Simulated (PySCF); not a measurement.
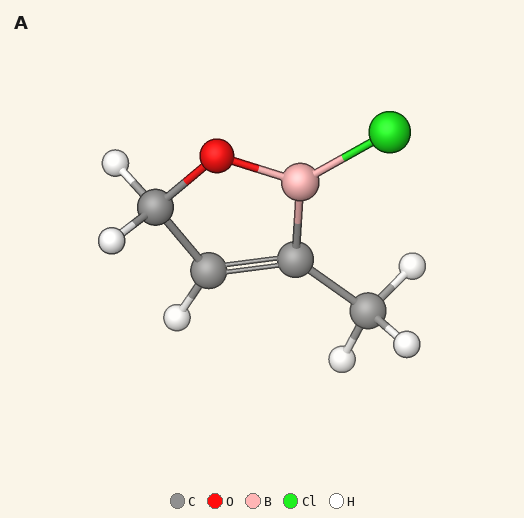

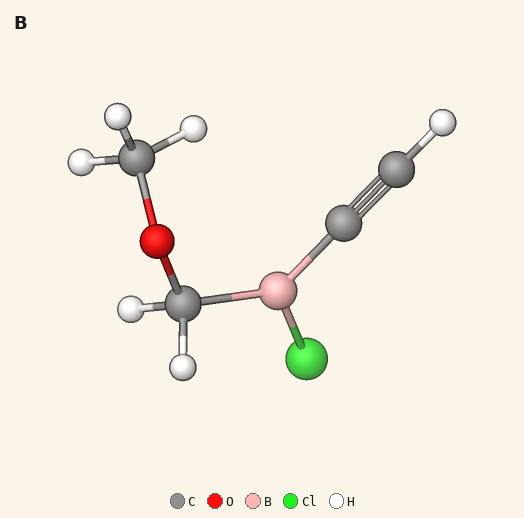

2 stationary structures of one formula. Geometries: GFN2-xTB. Electronic energies: PBE0/pcSseg-1 (PySCF 2.14.0), without zero-point energy. No frequency run is at hand to confirm each as a minimum. Each is one conformer, not always the lowest.

Are they conformers, stereoisomers or constitutional isomers?

Answer. They are constitutional isomers of C4H6BClO: A `CC1=CCOB1Cl`, B `C#CB(Cl)COC`.

Which structure is the most stable?

Answer. A is lowest; B lies 3.590 eV above it.

The geometry is semi-empirical. Around B such bond lengths and angles can be off by a tenth of an ångström or more and by several degrees, and values that hang on the shape move with them.
